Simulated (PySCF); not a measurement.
# [La3]+: forces at shaken geometries

Aim: move all atoms of relaxed [La3]+ at random and read energies and forces. The structure is generated, not taken from experiment.

Program: PySCF 2.14.0. Level of theory: PBE0, La def2-SVP with ECP46; scalar-relativistic core potentials, no spin–orbit coupling. These are calculated values, not measurements.

3 further runs of the same task are left out: 2 for a known fault of the program, 1 that didn't finish.

## (1) Where the work starts

3 atoms, charge 1, spin multiplicity 3.

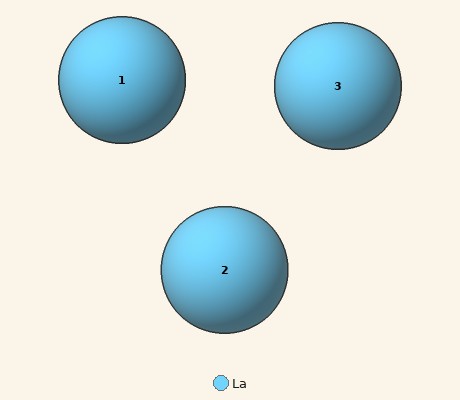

The geometry (lanthanum blue); atoms are numbered from 1 in the order of the file.

Geometry (Å):

```xyz
3
charge 1, multiplicity 3
La    1.88985   -0.00001    0.00000
La   -0.94491    1.63666    0.00000
La   -0.94494   -1.63665    0.00000
```

An earlier session relaxed this geometry at PBE0, La def2-SVP with ECP46 (triplet, point group D3h).

Its energy there is -94.406307 Eh.

## (2) Atoms moved at random, σ = 0.06 Å

Input file run.py (the lines that set the calculation):

```python
mol = gto.M(atom='''
La     1.93147    -0.01107     0.02388
La    -0.95592     1.67732     0.00103
La    -0.97555    -1.66625    -0.02491''',
    basis={'La': 'def2-SVP'},
    ecp={'La': 'def2-SVP'},
    charge=1, spin=2)
mf = dft.UKS(mol, xc='PBE0')
mf.grids.atom_grid = (50, 194)  # f atoms: unpruned, at least (60, 302)
mf = mf.density_fit()  # fitting sets: La def2-universal-JKFIT
mf.conv_tol = 1e-08; mf.max_cycle = 55
mf.kernel(dm0)  # dm0: the density of the relaxed state
```

Command:

```bash
> OMP_NUM_THREADS=2 python run.py
```

The program printed:

```text
init E= -94.386604803398
  HOMO = -0.265854962586  LUMO = -0.197432567816  gap/eV = 1.86187
cycle= 1 E= -94.4050663614508  delta_E= -0.0185  |g|= 0.0182  |ddm|= 0.0928
  HOMO = -0.257251169841  LUMO = -0.190040498854  gap/eV = 1.82890
cycle= 2 E= -94.4048765565899  delta_E= 0.00019  |g|= 0.0265  |ddm|= 0.102
  HOMO = -0.260265050482  LUMO = -0.19204821012  gap/eV = 1.85627
cycle= 3 E= -94.4053458665193  delta_E= -0.000469  |g|= 0.00114  |ddm|= 0.0515
  HOMO = -0.26024102609  LUMO = -0.192076530836  gap/eV = 1.85485
cycle= 4 E= -94.4053513609444  delta_E= -5.49e-06  |g|= 0.00215  |ddm|= 0.0124
  HOMO = -0.260271622631  LUMO = -0.192120164944  gap/eV = 1.85450
cycle= 5 E= -94.4053575059699  delta_E= -6.15e-06  |g|= 0.000894  |ddm|= 0.00689
  HOMO = -0.260391289583  LUMO = -0.192239788932  gap/eV = 1.85450
cycle= 6 E= -94.4053627692595  delta_E= -5.26e-06  |g|= 0.000336  |ddm|= 0.00983
  HOMO = -0.260381957167  LUMO = -0.192231795784  gap/eV = 1.85446
cycle= 7 E= -94.4053652285711  delta_E= -2.46e-06  |g|= 0.000203  |ddm|= 0.00772
  HOMO = -0.260394769986  LUMO = -0.192233442759  gap/eV = 1.85476
cycle= 8 E= -94.4053662568653  delta_E= -1.03e-06  |g|= 0.000147  |ddm|= 0.00461
  HOMO = -0.260420285687  LUMO = -0.192247020551  gap/eV = 1.85509
cycle= 9 E= -94.4053666667304  delta_E= -4.1e-07  |g|= 0.000249  |ddm|= 0.00304
  HOMO = -0.260433634537  LUMO = -0.19225242556  gap/eV = 1.85531
cycle= 10 E= -94.4053669162878  delta_E= -2.5e-07  |g|= 7.63e-05  |ddm|= 0.00194
  HOMO = -0.260430745366  LUMO = -0.192245866115  gap/eV = 1.85541
cycle= 11 E= -94.4053670653088  delta_E= -1.49e-07  |g|= 3.78e-05  |ddm|= 0.00225
  HOMO = -0.260426097646  LUMO = -0.192239632085  gap/eV = 1.85545
cycle= 12 E= -94.4053670937642  delta_E= -2.85e-08  |g|= 2.09e-05  |ddm|= 0.000856
  HOMO = -0.260424624763  LUMO = -0.192238026516  gap/eV = 1.85545
cycle= 13 E= -94.4053671039021  delta_E= -1.01e-08  |g|= 1.27e-05  |ddm|= 0.00055
  HOMO = -0.260423402764  LUMO = -0.192237034663  gap/eV = 1.85545
cycle= 14 E= -94.4053671074396  delta_E= -3.54e-09  |g|= 9.4e-06  |ddm|= 0.000276
  HOMO = -0.260423307388  LUMO = -0.192236907023  gap/eV = 1.85545
Extra cycle  E= -94.4053671089048  delta_E= -1.47e-09  |g|= 9.25e-06  |ddm|= 0.000111
converged SCF energy = -94.4053671089048  <S^2> = 2.1516292  2S+1 = 3.0994381
```

It took 7.9 s on 2 threads of Arm Neoverse V1, shared host.

Result: E = -94.405367 Eh (+0.026 eV from the relaxed state), HOMO -7.09 eV, LUMO -5.38 eV (over both spins), ⟨S²⟩ = 2.152, Mulliken charge on La1 +0.33 e, largest force component 0.412 eV/Å. 

| atom | Fx | Fy | Fz (eV/Å) |
| --- | --- | --- | --- |
| La1 | -0.412 | 0.002 | -0.005 |
| La2 | 0.204 | -0.349 | 0.000 |
| La3 | 0.208 | 0.348 | 0.005 |

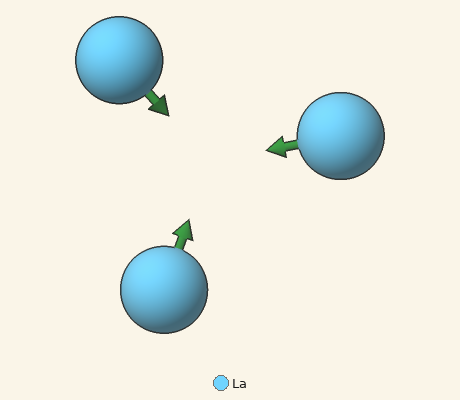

Forces as arrows, the longest for the largest force.

## (3) Atoms moved at random, σ = 0.1 Å

run.py (the lines that set the calculation): that of step 2 with these lines changed.

```diff
@@ -1,5 +1,5 @@
 mol = gto.M(atom='''
-La     1.93147    -0.01107     0.02388
-La    -0.95592     1.67732     0.00103
-La    -0.97555    -1.66625    -0.02491''',
+La     1.70711     0.00881     0.10982
+La    -0.94703     1.69149    -0.03796
+La    -0.76008    -1.70030    -0.07186''',
     basis={'La': 'def2-SVP'},
```

Command:

```bash
> OMP_NUM_THREADS=2 python run.py
```

The program printed:

```text
init E= -94.4163816496512
  HOMO = -0.27202395154  LUMO = -0.208494791236  gap/eV = 1.72872
cycle= 1 E= -94.3927282879715  delta_E= 0.0237  |g|= 0.0619  |ddm|= 0.434
  HOMO = -0.26081557009  LUMO = -0.201362140327  gap/eV = 1.61781
cycle= 2 E= -94.3462576142798  delta_E= 0.0465  |g|= 0.229  |ddm|= 0.665
  HOMO = -0.270362594395  LUMO = -0.200733259928  gap/eV = 1.89471
cycle= 3 E= -94.3975957612429  delta_E= -0.0513  |g|= 0.0311  |ddm|= 0.501
  HOMO = -0.271124485649  LUMO = -0.201900254791  gap/eV = 1.88369
cycle= 4 E= -94.3983714679457  delta_E= -0.000776  |g|= 0.0212  |ddm|= 0.112
  HOMO = -0.272725434907  LUMO = -0.201719078073  gap/eV = 1.93218
cycle= 5 E= -94.3990443211825  delta_E= -0.000673  |g|= 0.00637  |ddm|= 0.0644
  HOMO = -0.273174702102  LUMO = -0.201398177081  gap/eV = 1.95314
cycle= 6 E= -94.3994439945421  delta_E= -0.0004  |g|= 0.00457  |ddm|= 0.0798
  HOMO = -0.27349384843  LUMO = -0.201456341358  gap/eV = 1.96024
cycle= 7 E= -94.3995731260449  delta_E= -0.000129  |g|= 0.00248  |ddm|= 0.0431
  HOMO = -0.273418143773  LUMO = -0.201094000461  gap/eV = 1.96804
cycle= 8 E= -94.3996426983113  delta_E= -6.96e-05  |g|= 0.0014  |ddm|= 0.0384
  HOMO = -0.273629896229  LUMO = -0.201172550658  gap/eV = 1.97166
cycle= 9 E= -94.3996706880767  delta_E= -2.8e-05  |g|= 0.000877  |ddm|= 0.0234
  HOMO = -0.273681866382  LUMO = -0.20106868942  gap/eV = 1.97591
cycle= 10 E= -94.3996874798434  delta_E= -1.68e-05  |g|= 0.000705  |ddm|= 0.0154
  HOMO = -0.273702896859  LUMO = -0.200971417416  gap/eV = 1.97912
...
cycle= 27 E= -94.3996011263153  delta_E= -9.67e-08  |g|= 7.57e-05  |ddm|= 0.000941
  HOMO = -0.273427646564  LUMO = -0.20190764439  gap/eV = 1.94616
cycle= 28 E= -94.3996011860336  delta_E= -5.97e-08  |g|= 7.41e-05  |ddm|= 0.000581
  HOMO = -0.273423003871  LUMO = -0.201909398613  gap/eV = 1.94598
cycle= 29 E= -94.3996011568263  delta_E= 2.92e-08  |g|= 7.36e-05  |ddm|= 0.000894
  HOMO = -0.273396351474  LUMO = -0.201923002974  gap/eV = 1.94489
cycle= 30 E= -94.3996011169778  delta_E= 3.98e-08  |g|= 7.21e-05  |ddm|= 0.00468
  HOMO = -0.273388261727  LUMO = -0.201931090614  gap/eV = 1.94445
cycle= 31 E= -94.3996011443743  delta_E= -2.74e-08  |g|= 7.4e-05  |ddm|= 0.0021
  HOMO = -0.27337494745  LUMO = -0.20193747133  gap/eV = 1.94391
cycle= 32 E= -94.3996011565052  delta_E= -1.21e-08  |g|= 7.16e-05  |ddm|= 0.00233
  HOMO = -0.27336995191  LUMO = -0.20193967648  gap/eV = 1.94372
cycle= 33 E= -94.39960117671  delta_E= -2.02e-08  |g|= 7.23e-05  |ddm|= 0.000937
  HOMO = -0.273372968811  LUMO = -0.201937677839  gap/eV = 1.94385
cycle= 34 E= -94.3996011559923  delta_E= 2.07e-08  |g|= 7.17e-05  |ddm|= 0.00063
  HOMO = -0.273373421323  LUMO = -0.201937542079  gap/eV = 1.94387
cycle= 35 E= -94.3996011668778  delta_E= -1.09e-08  |g|= 7.18e-05  |ddm|= 0.00015
  HOMO = -0.273375056002  LUMO = -0.201936217246  gap/eV = 1.94395
cycle= 36 E= -94.3996011727704  delta_E= -5.89e-09  |g|= 7.18e-05  |ddm|= 0.000371
  HOMO = -0.273372918671  LUMO = -0.201935707217  gap/eV = 1.94391
Extra cycle  E= -94.3996012726394  delta_E= -9.99e-08  |g|= 7.71e-05  |ddm|= 0.000943
converged SCF energy = -94.3996012726394  <S^2> = 2.292588  2S+1 = 3.1890989
```

Wall time 12 s (2 threads of Arm Neoverse V1, shared host).

Result: E = -94.399601 Eh (+0.182 eV from the relaxed state), HOMO -7.44 eV, LUMO -5.69 eV (over both spins), ⟨S²⟩ = 2.293, Mulliken charge on La1 +0.20 e, largest force component 1.412 eV/Å. The state is spin-contaminated.

| atom | Fx | Fy | Fz (eV/Å) |
| --- | --- | --- | --- |
| La1 | 1.412 | 0.395 | 0.090 |
| La2 | -0.423 | -0.021 | -0.024 |
| La3 | -0.990 | -0.374 | -0.066 |

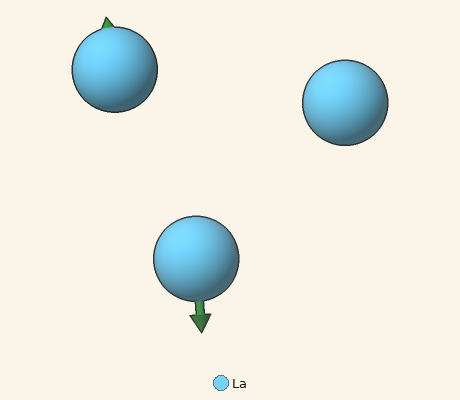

Forces as arrows, the longest for the largest force.

## (4) Atoms moved at random, σ = 0.06 Å

run.py (the lines that set the calculation): that of step 3 with these lines changed.

```diff
@@ -1,5 +1,5 @@
 mol = gto.M(atom='''
-La     1.70711     0.00881     0.10982
-La    -0.94703     1.69149    -0.03796
-La    -0.76008    -1.70030    -0.07186''',
+La     1.86995     0.06806     0.03656
+La    -0.87266     1.65180    -0.01296
+La    -0.99729    -1.71986    -0.02359''',
     basis={'La': 'def2-SVP'},
```

Command:

```bash
> OMP_NUM_THREADS=2 python run.py
```

The program printed:

```text
init E= -94.3946874387101
  HOMO = -0.267991929554  LUMO = -0.198766742939  gap/eV = 1.88371
cycle= 1 E= -94.4027677744017  delta_E= -0.00808  |g|= 0.0331  |ddm|= 0.197
  HOMO = -0.260650870716  LUMO = -0.192182054404  gap/eV = 1.86313
cycle= 2 E= -94.3872599219375  delta_E= 0.0155  |g|= 0.128  |ddm|= 0.367
  HOMO = -0.262395547975  LUMO = -0.192273464799  gap/eV = 1.90812
cycle= 3 E= -94.4042302980768  delta_E= -0.017  |g|= 0.0154  |ddm|= 0.283
  HOMO = -0.263585222563  LUMO = -0.192986855413  gap/eV = 1.92108
cycle= 4 E= -94.4044885107624  delta_E= -0.000258  |g|= 0.00413  |ddm|= 0.035
  HOMO = -0.263693633399  LUMO = -0.192826278463  gap/eV = 1.92840
cycle= 5 E= -94.4046965726622  delta_E= -0.000208  |g|= 0.00452  |ddm|= 0.0551
  HOMO = -0.264014688065  LUMO = -0.192893937071  gap/eV = 1.93529
cycle= 6 E= -94.404809703501  delta_E= -0.000113  |g|= 0.00452  |ddm|= 0.0429
  HOMO = -0.264160495104  LUMO = -0.192899592051  gap/eV = 1.93911
cycle= 7 E= -94.4048801612448  delta_E= -7.05e-05  |g|= 0.00222  |ddm|= 0.0267
  HOMO = -0.26420080606  LUMO = -0.192746311527  gap/eV = 1.94438
cycle= 8 E= -94.4049674292926  delta_E= -8.73e-05  |g|= 0.00118  |ddm|= 0.0505
  HOMO = -0.264382100534  LUMO = -0.192783655073  gap/eV = 1.94829
cycle= 9 E= -94.4050116884093  delta_E= -4.43e-05  |g|= 0.000846  |ddm|= 0.0389
  HOMO = -0.264490576523  LUMO = -0.192766970551  gap/eV = 1.95170
cycle= 10 E= -94.4050330530634  delta_E= -2.14e-05  |g|= 0.000541  |ddm|= 0.0276
  HOMO = -0.264578225547  LUMO = -0.192681823112  gap/eV = 1.95640
...
cycle= 19 E= -94.4050861259764  delta_E= -1.52e-05  |g|= 0.000322  |ddm|= 0.0286
  HOMO = -0.264223583705  LUMO = -0.19168942794  gap/eV = 1.97375
cycle= 20 E= -94.4051060965408  delta_E= -2e-05  |g|= 0.000266  |ddm|= 0.0433
  HOMO = -0.264137285607  LUMO = -0.191721762059  gap/eV = 1.97053
cycle= 21 E= -94.4051106888206  delta_E= -4.59e-06  |g|= 0.000262  |ddm|= 0.0118
  HOMO = -0.263986948278  LUMO = -0.191915868544  gap/eV = 1.96115
cycle= 22 E= -94.4051230780593  delta_E= -1.24e-05  |g|= 0.000205  |ddm|= 0.0453
  HOMO = -0.263967573031  LUMO = -0.191867986782  gap/eV = 1.96193
cycle= 23 E= -94.4051219946034  delta_E= 1.08e-06  |g|= 0.000237  |ddm|= 0.00913
  HOMO = -0.263827150596  LUMO = -0.192033748906  gap/eV = 1.95360
cycle= 24 E= -94.405126915758  delta_E= -4.92e-06  |g|= 9.91e-05  |ddm|= 0.0409
  HOMO = -0.263808208349  LUMO = -0.192025929767  gap/eV = 1.95330
cycle= 25 E= -94.4051270186046  delta_E= -1.03e-07  |g|= 4.71e-05  |ddm|= 0.00181
  HOMO = -0.263786991552  LUMO = -0.19202228025  gap/eV = 1.95282
cycle= 26 E= -94.405127067365  delta_E= -4.88e-08  |g|= 2.46e-05  |ddm|= 0.002
  HOMO = -0.263780953904  LUMO = -0.192029616445  gap/eV = 1.95245
cycle= 27 E= -94.4051270861356  delta_E= -1.88e-08  |g|= 1.35e-05  |ddm|= 0.00214
  HOMO = -0.26377949013  LUMO = -0.19202444271  gap/eV = 1.95255
cycle= 28 E= -94.4051270866012  delta_E= -4.66e-10  |g|= 1.57e-05  |ddm|= 0.000832
  HOMO = -0.263779900986  LUMO = -0.192024125172  gap/eV = 1.95257
Extra cycle  E= -94.4051270870859  delta_E= -4.85e-10  |g|= 2.19e-05  |ddm|= 9.62e-05
converged SCF energy = -94.4051270870859  <S^2> = 2.3030895  2S+1 = 3.195678
```

It took 10 s on 2 threads of Arm Neoverse V1, shared host.

Read off: E = -94.405127 Eh (+0.032 eV from the relaxed state), HOMO -7.18 eV, LUMO -5.52 eV (over both spins), ⟨S²⟩ = 2.303, Mulliken charge on La1 +0.31 e, largest force component 0.290 eV/Å. The state is spin-contaminated.

| atom | Fx | Fy | Fz (eV/Å) |
| --- | --- | --- | --- |
| La1 | 0.006 | -0.208 | -0.002 |
| La2 | -0.182 | -0.083 | -0.003 |
| La3 | 0.176 | 0.290 | 0.006 |

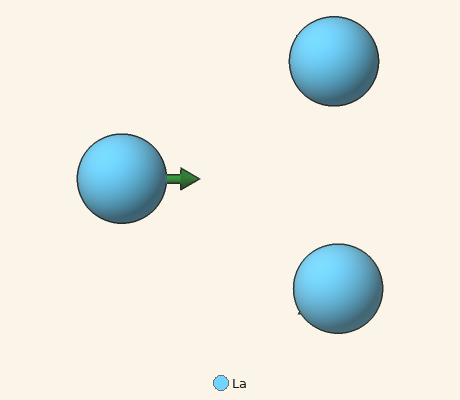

Forces as arrows, the longest for the largest force.

## (5) Results

| σ (Å) | energy rise (eV) | harmonic estimate −½ F·u (eV) | largest force component (eV/Å) |
| --- | --- | --- | --- |
| 0.06 | 0.026 | 0.025 | 0.41 |
| 0.1 | 0.182 | 0.199 | 1.41 |
| 0.06 | 0.032 | 0.031 | 0.29 |

Every displacement raises the energy. For a harmonic well the rise equals −½ F·u; the two differ by at most 9 % here (a move with σ = 0.1 Å), from anharmonicity, the grid and the small forces left at the relaxed point. These are double-zeta-type bases without diffuse functions. Spin–orbit coupling is left out for this open shell, where it can reorder the states. Open shells may have lower solutions than the one found.
